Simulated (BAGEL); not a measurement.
# HF/def2-SVPD (density fitting with qzvpp-jkfit) run of AlH2SF (SMILES [F][AlH][SH])

Aim: the energy change on altering one bond length of AlH2SF at HF/def2-SVPD (density fitting with qzvpp-jkfit), from 2 runs. 

The calculation is run with BAGEL 1.2.2.

5 further runs of the same task are left out: 4 that didn't finish, 1 set aside as unsound or not needed. Runs told in other sessions of the task aren't counted.

**1. The molecule**

AlH2SF has 5 atoms, charge 0, and is taken as a singlet. As SMILES, `[F][AlH][SH]`. The coordinates come from a PBE0-D4/def2-TZVP relaxation. This is one conformer, not always the lowest.

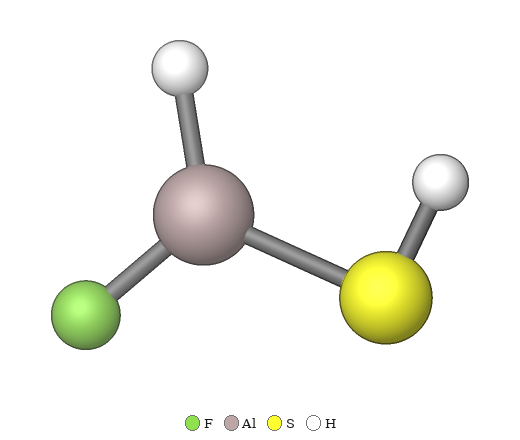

Viewed from a chosen angle; fluorine green, aluminium light grey, sulfur yellow, hydrogen white.

**2. The energy at HF/def2-SVPD (density fitting with qzvpp-jkfit)**

Input file calc.json:

```json
{ "bagel" : [

{
  "title" : "molecule",
  "basis" : "def2-svpd.json",
  "df_basis" : "qzvpp-jkfit",
  "angstrom" : true,
  "geometry" : [
    { "atom" : "F", "xyz" : [      -1.203500,      -1.535800,       0.877500 ] },
    { "atom" : "Al", "xyz" : [      -0.513900,      -0.309100,       0.024800 ] },
    { "atom" : "S", "xyz" : [       1.536100,       0.182600,       0.533500 ] },
    { "atom" : "H", "xyz" : [      -1.341100,       0.430400,      -1.085200 ] },
    { "atom" : "H", "xyz" : [       1.572300,       1.158200,      -0.392100 ] }
  ]
},

{ "title" : "hf" },

{ "title" : "print", "file" : "orbitals.molden", "orbitals" : true }

]}
```

The basis set def2-SVPD is read from a file made from the Basis Set Exchange's data (not shown).

On the command line:

```
$ BAGEL_NUM_THREADS=1 BAGEL calc.json > calc.out
```

What it wrote:

```text
* using 1 threads per process

  ===============================================================
  ===============================================================

  *** Geometry ***

  { "atom" : "F", "xyz" : [     -2.274285,     -2.902241,      1.658235 ] },
  { "atom" : "Al", "xyz" : [     -0.971130,     -0.584114,      0.046865 ] },
  { "atom" : "S", "xyz" : [      2.902808,      0.345064,      1.008169 ] },
  { "atom" : "H", "xyz" : [     -2.534312,      0.813338,     -2.050731 ] },
  { "atom" : "H", "xyz" : [      2.971216,      2.188681,     -0.740962 ] },

  Number of auxiliary basis functions:      369

  Since a DF basis is specified, we compute 2- and 3-index integrals:
    o Being stored without compression. Storage requirement is 0.024 GB

  Number of basis functions:       90
  Number of electrons      :       40

    * METHOD: MOLECULE                             0.11

  *** RHF ***

  === Nuclear Repulsion ===
   130.7631620136

      * DIIS with orbital gradients will be used.

  === RHF iteration (def2-svpd.json) ===
      0       -739.65804218          0.02156673           0.04
      1       -739.79331782          0.01693692           0.04
      2       -739.90201809          0.00156132           0.04
      3       -739.90365480          0.00039630           0.04
      4       -739.90377597          0.00011607           0.04
      5       -739.90378673          0.00002488           0.04
      6       -739.90378727          0.00000510           0.04
      7       -739.90378729          0.00000129           0.04
      8       -739.90378729          0.00000048           0.04
      9       -739.90378729          0.00000016           0.04
     10       -739.90378729          0.00000005           0.04
     11       -739.90378729          0.00000002           0.04
     12       -739.90378729          0.00000001           0.04
    * SCF iteration converged.

    * Permanent dipole moment:
           (   -0.003711,    -0.599153,     0.576598) a.u.

    * METHOD: HF                                   0.61

    * METHOD: PRINT                                0.01

  ===============================================================
```

It took 0.89 s on 1 thread of Arm Neoverse V2, shared host; peak memory 0.097 GiB.

**3. The distorted shape at the same level**

Input file job.json:

```json
{ "bagel" : [

{
  "title" : "molecule",
  "basis" : "def2-svpd.json",
  "df_basis" : "qzvpp-jkfit",
  "angstrom" : "true",
  "geometry" : [
    { "atom" : "F", "xyz" : [   -0.955342,   -1.757648,    1.210497 ] },
    { "atom" : "Al", "xyz" : [   -0.265742,   -0.530948,    0.357797 ] },
    { "atom" : "S", "xyz" : [    1.784258,   -0.039248,    0.866497 ] },
    { "atom" : "H", "xyz" : [   -1.341100,    0.430400,   -1.085200 ] },
    { "atom" : "H", "xyz" : [    1.820458,    0.936352,   -0.059103 ] }
  ]
},
{ "title" : "hf" },
{ "title" : "print", "file" : "orbitals.molden", "orbitals" : "true" }

]}
```

The basis set def2-SVPD is read from a file made from the Basis Set Exchange's data (not shown).

On the command line:

```
$ BAGEL_NUM_THREADS=1 BAGEL job.json > job.out
```

What it wrote:

```text
* using 1 threads per process

  ===============================================================
  ===============================================================

  *** Geometry ***

  { "atom" : "F", "xyz" : [     -1.805335,     -3.321473,      2.287508 ] },
  { "atom" : "Al", "xyz" : [     -0.502180,     -1.003346,      0.676138 ] },
  { "atom" : "S", "xyz" : [      3.371759,     -0.074168,      1.637442 ] },
  { "atom" : "H", "xyz" : [     -2.534312,      0.813338,     -2.050731 ] },
  { "atom" : "H", "xyz" : [      3.440167,      1.769449,     -0.111688 ] },

  Number of auxiliary basis functions:      369

  Since a DF basis is specified, we compute 2- and 3-index integrals:
    o Being stored without compression. Storage requirement is 0.024 GB

  Number of basis functions:       90
  Number of electrons      :       40

    * METHOD: MOLECULE                             0.11

  *** RHF ***

  === Nuclear Repulsion ===
   129.2377650525

      * DIIS with orbital gradients will be used.

  === RHF iteration (def2-svpd.json) ===
      0       -739.61993636          0.02130549           0.04
      1       -739.75228318          0.01706117           0.04
      2       -739.86420138          0.00156083           0.04
      3       -739.86605696          0.00040486           0.04
      4       -739.86619010          0.00011773           0.04
      5       -739.86620171          0.00002602           0.04
      6       -739.86620234          0.00000617           0.04
      7       -739.86620238          0.00000175           0.04
      8       -739.86620238          0.00000072           0.04
      9       -739.86620238          0.00000024           0.04
     10       -739.86620238          0.00000008           0.04
     11       -739.86620238          0.00000003           0.04
     12       -739.86620238          0.00000001           0.04
     13       -739.86620238          0.00000000           0.04
    * SCF iteration converged.

    * Permanent dipole moment:
           (   -0.235811,    -0.478411,     0.348828) a.u.

    * METHOD: HF                                   0.65

    * METHOD: PRINT                                0.01

  ===============================================================
```

It took 0.91 s on 1 thread of Arm Neoverse V2, shared host; peak memory 0.096 GiB.

**4. What came out**

Level: HF/def2-SVPD (density fitting with qzvpp-jkfit).

| quantity | value |
| --- | --- |
| first shape: total energy | -739.90379 Eh |
| first shape: dipole moment | 2.11 D |
| first shape: HOMO energy | -10.86 eV |
| first shape: LUMO energy | 1.31 eV |
| first shape: HOMO–LUMO gap | 12.17 eV |
| distorted shape: total energy | -739.86620 Eh |
| distorted shape: dipole moment | 1.62 D |
| distorted shape: HOMO energy | -11.08 eV |
| distorted shape: LUMO energy | 1.22 eV |
| distorted shape: HOMO–LUMO gap | 12.30 eV |
| energy change with the Al2–H4 bond stretched from 1.569 to 2.040 Å | 1.023 eV |

With the Al2–H4 bond stretched from 1.569 to 2.040 Å the energy rises by 1.02 eV (24 kcal/mol). The first shape isn't relaxed at this level, so the change isn't measured from a minimum.
